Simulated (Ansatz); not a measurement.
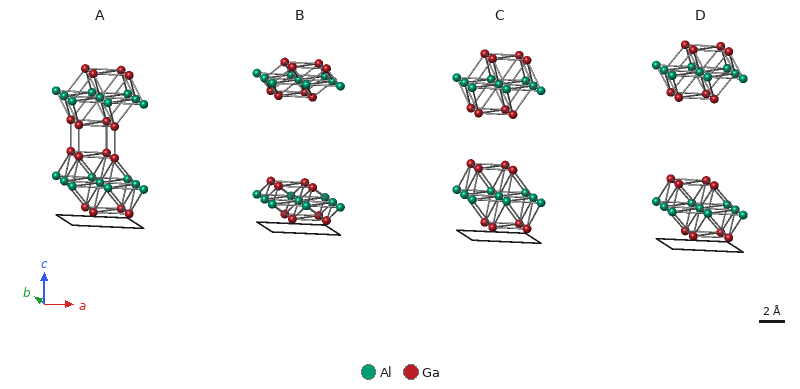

4 geometries from one relaxation of a crystal of AlGa2 (a generated structure, set up in P6_3/mmc) (coarse preliminary run), in shuffled order. The picture is a ball-and-stick view of the 2 × 2 repeat of the cell, outlined in the plane, without the vacuum, seen slightly off an axis.

Method: DFT PBE, scalar-relativistic, plane waves, PAW in Ansatz 0.2.0. Set-up: plane-wave cutoff 420 eV; k-point mesh 6 × 6 × 1; occupations gaussian; smearing width 0.1 eV; no spin polarisation; cell and atoms relaxed; force threshold 0.04 eV/Å; at most 70 steps.

Put them in the order of the run, from the start to the converged end.

Answer. B, D, C, A. They are steps 0, 3, 11, 21, at +2912 meV per atom, +241 meV per atom, +123 meV per atom relative to the last. The energy falls by 2912 meV per atom in 19 accepted moves (21 points after the start). Largest force component: 9.8 eV/Å at the start, 0.0016 eV/Å at the end. The line search rejected the trial step at point 17 of the run. At 1 point the geometry stayed and the basis and grid were re-selected for the new cell (energy shift of 0.3 meV per atom at most each time). The largest moves, 2.39 Å, are those of Ga atoms. Largest moves by element: Ga 2.39 Å, Al 1.47 Å. In the plane the drawn cell goes a 5.741 → 6.029 Å (+5.0 %), b 5.741 → 6.029 Å (+5.0 %). Near-neighbour distances that change, for instance: Ga–Ga 7.343 → 2.572 Å, Al–Ga 2.078 → 2.783 Å, Al–Al 2.870 → 3.014 Å, Ga–Ga 2.870 → 3.014 Å. New bonds form, among them: Ga–Ga (7.34 → 2.57 Å). The space group stays P-6m2 (No. 187).
